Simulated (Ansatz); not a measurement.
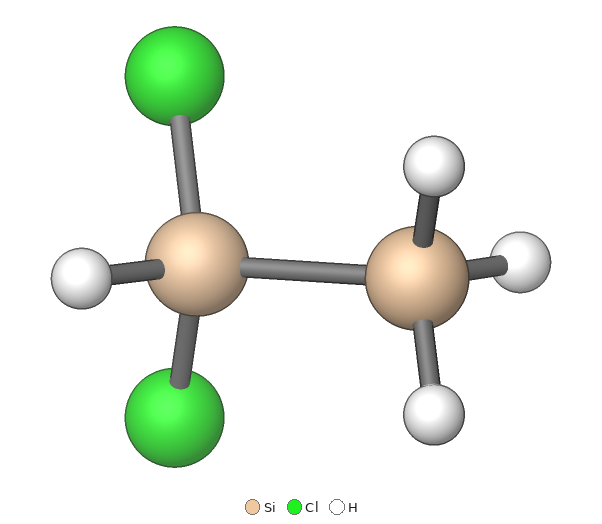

The picture shows a molecular structure as a ball-and-stick model.

What does the picture show?

The molecule is Cl2H4Si2. The point group is Cs. Coordination: 2 Si tetrahedral.

The parts below concern this one geometry. Atoms keep their numbers from picture to picture. The computed structure is the end point of a PBE0-D4/def2-TZVP optimisation.

**Shape**

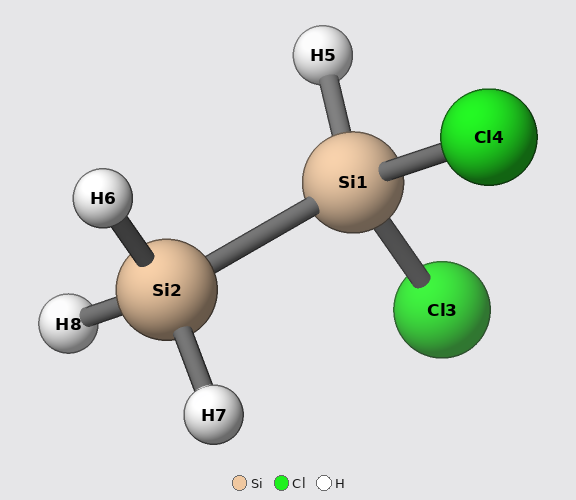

Numbered structure.

Estimate the angles Si2–Si1–Cl3, Si2–Si1–H5, Cl3–Si1–Cl4, Cl3–Si1–H5, Si1–Si2–H7, Si1–Si2–H6, H6–Si2–H8, H6–Si2–H7.

```csv
angle,degrees
Si2–Si1–Cl3,109.1
Si2–Si1–H5,115.1
Cl3–Si1–Cl4,109.2
Cl3–Si1–H5,107.1
Si1–Si2–H7,108.4
Si1–Si2–H6,109.3
H6–Si2–H8,109.7
H6–Si2–H7,110.1
```

**Dipole moment**

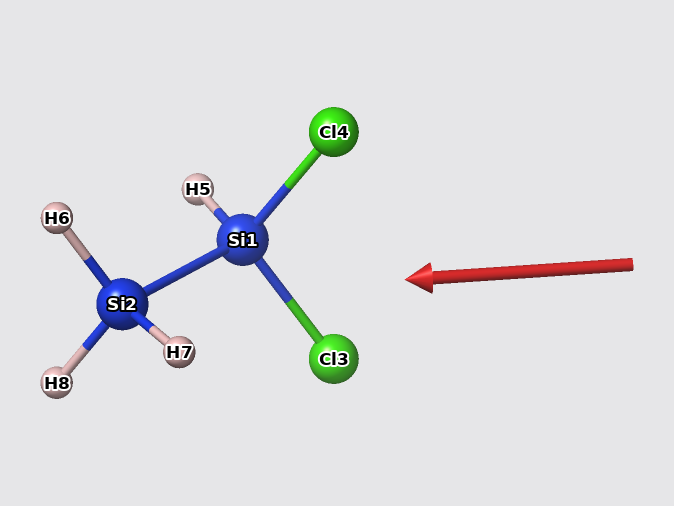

The arrow beside the molecule shows the direction of the dipole moment, from the negative to the positive end (its length means nothing). Method: RKS PBE0-D4/def2-TZVP (Ansatz 0.2.0).

Question: Estimate the dipole moment.

Answer: 1.50 D; it points from the side of Cl3, Cl4 to the side of H6, H8 (the outermost atoms at the two ends).

**Charges**

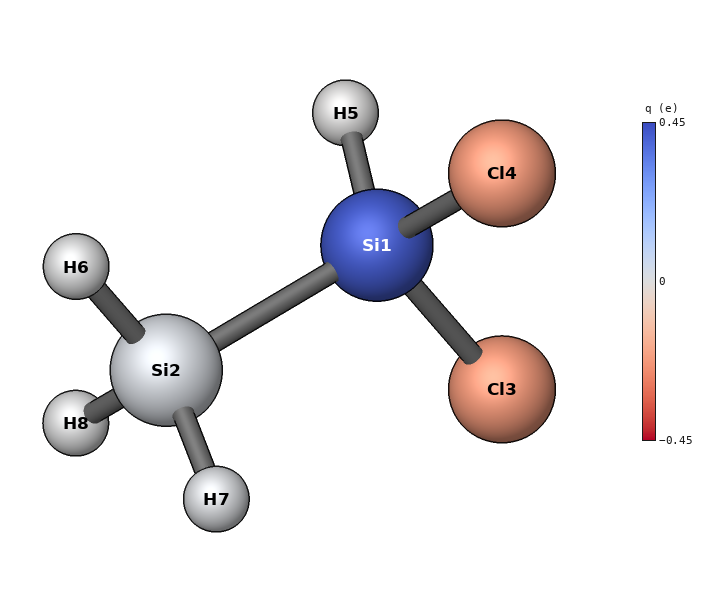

Atoms are coloured by their Mulliken charges. Level of theory: RKS PBE0-D4/def2-TZVP (Ansatz 0.2.0).

Give the Mulliken charges atom by atom.

```tsv
atom	value (e)
Si1	0.41
Si2	0.02
Cl3	−0.22
Cl4	−0.22
H5	0.00
H6	0.00
H7	0.01
H8	0.00
```

**Thermal motion**

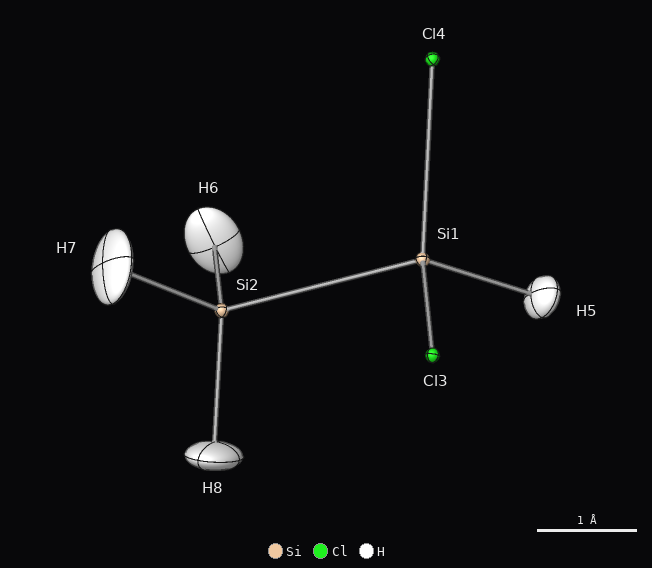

Displacement ellipsoids at the 50 % level, from the internal vibrations of the free molecule (harmonic, no overall translation or rotation; no half-axis is drawn under 0.075 Å). Vibrations computed with RKS PBE0-D4/def2-TZVP (Ansatz 0.2.0). Temperature: 0 K (zero-point motion alone).

Question: Which atom has the largest mean-square displacement?

Answer: H7, with U_eq = 0.0381 Å².

Question: Does H7 move more along its bond or across it?

Answer: Across it: the root-mean-square amplitude is 0.086 Å along the bond and up to 0.269 Å across, since bending and torsion are softer than stretching.

Give the displacement parameters, one line for each set of equivalent atoms.

```
    atom  U_eq (Å²)   rms amplitudes (Å)
     Si1     0.0014  0.033, 0.036, 0.043
     Si2     0.0013  0.016, 0.042, 0.042
Cl3, Cl4     0.0010  0.015, 0.035, 0.041
      H5     0.0184  0.094, 0.147, 0.157
  H6, H8     0.0361  0.094, 0.181, 0.259
      H7     0.0381  0.086, 0.186, 0.269
```

Mulliken values depend strongly on the basis set and can even reverse the polarity of a bond.
